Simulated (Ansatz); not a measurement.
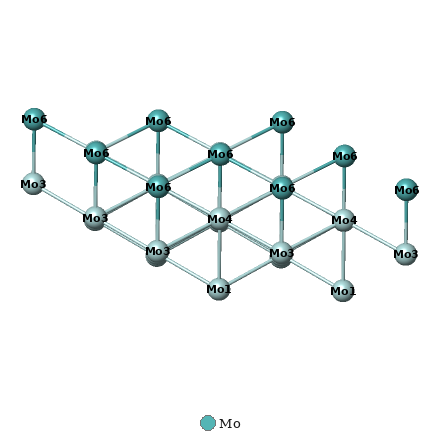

The system is Si on a Mo(111) slab cut from the Im-3m phase, its upper half relaxed before the scan (6 atoms of substrate and one adsorbate in a 1 × 1 cell); the picture shows it without the atoms that are moved over the map. Si is moved over the surface cell; relaxed at each place: the height of the adsorbate's atoms; substrate rigid; the origin of the map has the adsorbate above Mo6. Places are given modulo a cell vector. The map is drawn in real space over the plane of the surface. The scan uses a 9 × 9 grid; 19 points were computed and 62 follow by symmetry. All energies are given in eV relative to the lowest grid point. With one adsorbate in each 1 × 1 cell, its nearest image is 4.4 Å away, so neighbouring adsorbates interact. These are results of DFT PBEsol, scalar-relativistic, plane waves, PAW (Ansatz), not measurements. Settings: cutoff 420 eV, k-mesh 6×6×1, gaussian smearing 0.1 eV, no spin polarisation.

Range: position of Si7 along the first surface vector from 0.000 to 0.889; position of Si7 along the second surface vector from 0.000 to 0.889.

Q: What will the energy surface look like?

A: The lowest grid point is at a threefold hollow over a third-layer Mo atom, (6/9, 3/9) of the cell vectors. The highest grid point, the top site over a surface Mo atom, (0/9, 0/9) of the cell vectors, lies 3.65 eV above the lowest. On the interpolated surface the easiest way out of the lowest well to its copy in the next cell or period passes a barrier of about 1.8 eV. At the lowest point the adsorbate has 1 Mo at 2.45 Å as nearest neighbours, at the highest 1 Mo at 2.33 Å. Its relaxed height above the top atom is 0.87 Å at the lowest and 2.33 Å at the highest point.

```tsv
second ↓, first →	0/9	1/9	2/9	3/9	4/9	5/9	6/9	7/9	8/9
8/9	3.52	3.26	2.74	1.82	1.39	1.82	2.74	3.26	3.52
7/9	3.15	2.74	2.08	1.73	1.73	2.08	2.74	3.15	3.29
6/9	2.39	1.82	1.73	1.79	1.73	1.82	2.39	2.75	2.75
5/9	1.15	1.39	1.73	1.73	1.39	1.15	1.45	1.73	1.45
4/9	1.15	1.82	2.08	1.82	1.15	0.43	0.27	0.27	0.43
3/9	2.39	2.74	2.74	2.39	1.45	0.27	0.00	0.27	1.45
2/9	3.15	3.26	3.15	2.75	1.73	0.27	0.27	1.73	2.75
1/9	3.52	3.52	3.29	2.75	1.45	0.43	1.45	2.75	3.29
0/9	3.65	3.52	3.15	2.39	1.15	1.15	2.39	3.15	3.52
```

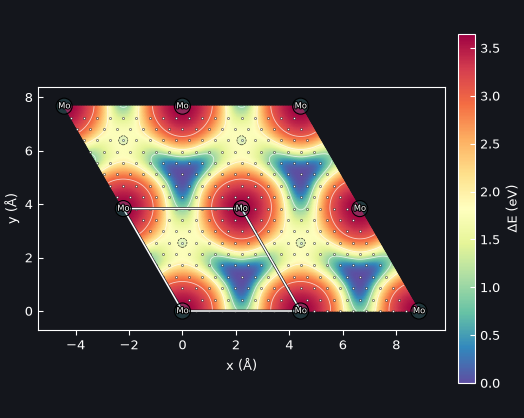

Drawn: a smooth colour map with a few white contour lines, dots at the grid points, labelled circles for the atoms of the top layer and small ones for the second layer, the outline of one cell of the 2 × 2 shown. Between grid points the surface is interpolated.

Each point was launched as `ansatz run input.yaml --threads 1 --pin off --max-ram 3072MiB --backend cpu --events-out ev --progress --plain --runs-dir out`. The whole map (19 points run) took 27 min on 1 thread of Arm Neoverse V2, on a shared host.

PAW datasets: the set soft_1.
